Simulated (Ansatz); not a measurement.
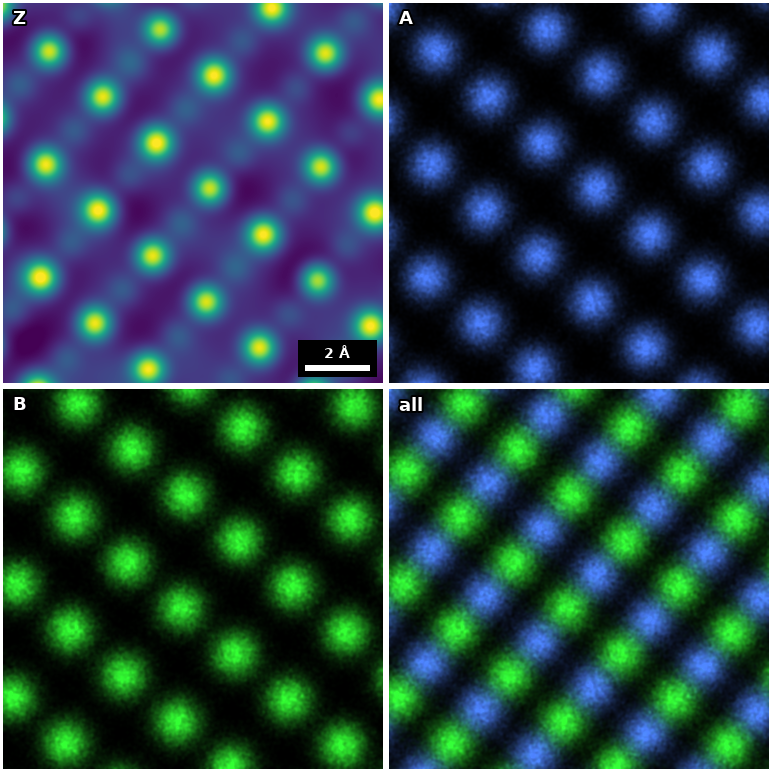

CuAu (P4/mmm, No. 123) along [101]. Panel Z: Simulated incoherent Z contrast: every atom adds Z^1.6 spread by a probe of 0.88 Å full width; channelling and multiple scattering are left out. The probe carries 25 % of its weight in a tail 2.5 times as wide. The speckle of an amorphous layer was added. The other panels are simulated element maps (the number of atoms of one element along the beam, blurred by 1.1 Å, with counting noise; each on its own scale, no channelling); the last overlays them. Structure: a calculation's input that goes back to an entry of the Crystallography Open Database (an earlier step may have relaxed or displaced it).

```
Cu Au
1.0
     2.80000    0.00000    0.00000
     0.00000    2.80000    0.00000
     0.00000    0.00000    3.67000
Cu Au
1 1
Direct
  0.50000 0.50000 0.50000
  0.00000 0.00000 0.00000
```

**Which element does each lettered map show?**

A: Au, B: Cu. The projected cell (2.23 × 2.80 Å, 90°) holds 2 columns: 1 of Cu and 1 of Au. No column is shared by two of the mapped elements.
